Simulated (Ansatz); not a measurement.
# BP: the cost of one run

Program: Ansatz 0.2.0, Gaussian basis. Level of theory: def2-QZVPP, all electrons in the functionals, frozen cores in the correlation of double hybrids and RPA. These are calculated values, not measurements.

The runs, in order: wB97M-V, B2PLYP, at charge 0, triplet; charge 0, singlet; charge 0, quintet; charge 1, doublet; charge 1, quartet.

2 further runs of the same task are left out: 2 set aside as unsound or not needed.

## Step 1: The system

The geometry is a PBE0/def2-TZVP stationary point (not a proven minimum).

2 atoms, charge 0, spin multiplicity 3.

Atoms are counted from 1 here; the program's logs count them from 0.

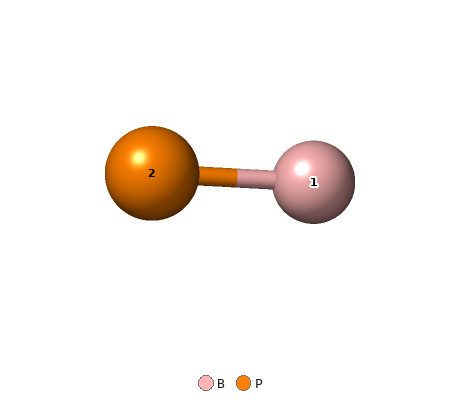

The structure; boron pink, phosphorus orange; atoms are numbered from 1 in the order of the file.

Geometry (Å):

```csv
atom,x (Å),y (Å),z (Å)
B1,0.0000,0.0000,0.0000
P2,0.0000,0.0000,1.7363
```

No dispersion term is added; wB97M-V holds VV10 nonlocal correlation.

The geometry shown and the zero of energy belong to the point charge 0, triplet. The yardstick, UCCSD(T), and other wave-function levels (R restricted, U unrestricted, valence and pair active spaces) come from earlier runs.

## Step 2: wB97M-V, charge 0, triplet

The input, in.yaml:

```yaml
crystal:
  periodic: [false, false, false]
  atoms:
    - {symbol: B, position_ang: [0.000000, 0.000000, 0.000000]}
    - {symbol: P, position_ang: [0.000000, 0.000000, 1.736300]}
basis:
  gaussian: {orbitals: "def2-QZVPP.json"}
magnetization: {spin_polarized: true, initial_magnetization: 2}
hamiltonian: {xc: {name: wB97M-V}}
output: {orbitals: {seedname: orbitals}}
```

Run with:

```console
> ansatz run in.yaml --threads 1 --pin off --events-out ev --progress --plain --max-ram 2393MiB
```

**Question.** How long does this run take on 1 thread of Arm Neoverse V2, shared host?

About 8 s.
